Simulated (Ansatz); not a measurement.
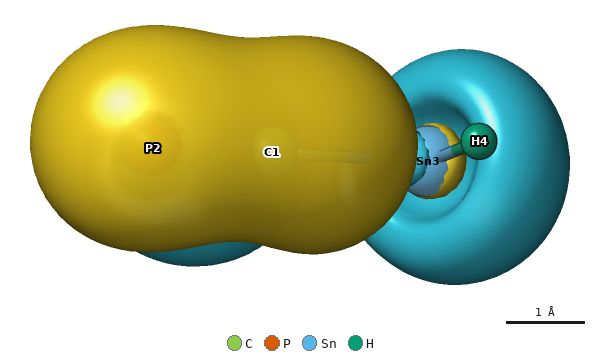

Figure 1: CHPSn. The HOMO−1 at ±0.06 Å⁻³ᐟ² (yellow and cyan are the two phases), seen from one side.

Geometry: r2SCAN-D4/def2-SVP; core potentials replace the inner electrons of Sn.

Method: Ansatz 0.2.0, isolated molecule in a Gaussian basis; Kohn-Sham density functional theory, functional PBE0.

| atom | x (Å) | y (Å) | z (Å) |
| --- | --- | --- | --- |
| C | 0.4197 | 0.3828 | 2.2296 |
| P | 0.9292 | 1.7122 | 2.8907 |
| Sn | -0.5090 | -1.3128 | 1.2908 |
| H | 0.9776 | -2.2788 | 1.4726 |

Describe this orbital and give its energy.

Answer. It lies mainly on P2 (about 40 %), C1 (about 40 %) and Sn3 (about 20 %); it is symmetric in the molecular plane (an in-plane orbital: σ, lone-pair or in-plane π type). Its energy is −7.89 eV.
